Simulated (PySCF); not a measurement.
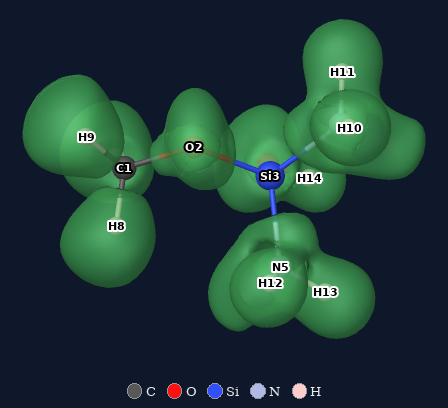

The picture shows: CH₈N₂O₂Si (SMILES CO[Si](N)(N)O). Isosurface of the ELF at 0.75 (green), seen across its widest extent. Only the valence region is drawn (cores and ρ < 0.01 e/Å³ removed).

Geometry: GFN2-xTB.

All numbers below come from PBE0/def2-SVPD, SCF density, gas phase in PySCF 2.14.0.

```xyz
14

C     1.7544    1.2465   -0.4035
O     0.3988    1.1108   -0.0777
Si   -0.3880   -0.2706    0.2568
N    -1.9831    0.1079    0.8138
N    -0.4107   -1.2831   -1.1488
O     0.4121   -1.0415    1.4499
H     2.3808    0.8482    0.3960
H     1.9839    0.7132   -1.3282
H     1.9573    2.3104   -0.5335
H    -2.5939    0.5718    0.1616
H    -2.0457    0.5819    1.7008
H    -0.6704   -0.8495   -2.0193
H    -0.8656   -2.1784   -1.0791
H     0.0694   -1.8682    1.7740
```

Where are the electrons localised?

Answer. At this value the surface marks out three regions around hydrogen nuclei, one region on O in which the atom's valence shell and bonds are merged, two joined regions spread over several atoms (H, N), in which their bonds and any lone pairs are merged and one joined region spread over several atoms (H, O), in which their bonds and any lone pairs are merged.

Values along the shortest contacts:
C–O (1.40 Å): the ELF peaks at about 0.90 between the atoms, as expected for a polar covalent bond. Si–O (1.62 Å): the ELF peaks at about 0.85 between the atoms; a polar covalent bond.
